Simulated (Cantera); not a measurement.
Input: 1 mol MgO, 1.2 mol HCl, equilibrated at 20.0 mbar.

Cantera equilibrium calculation (NASA polynomials, part measured and part estimated; ideal gas, pure solids and liquids). Candidate condensed phases: H2O, Mg, MgCl2, MgO, Mg(OH)2; 22 gas species. Condensed phases not in the tables: MgOHCl. Kinetics and transport are ignored.

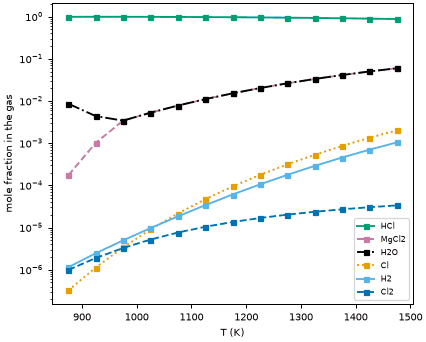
Figure: Equilibrium gas composition (values under 1e-9 drawn at 1e-9)

From 875 K to 925 K the condensed part is MgCl2(s) + MgO(s). From 975 K to 1475 K the condensed part is MgO(s). The main Mg-bearing gas is MgCl2 throughout. The share of Mg in condensed phases is highest at 875 K (100.0 %) and lowest at 1475 K (92.8 %).
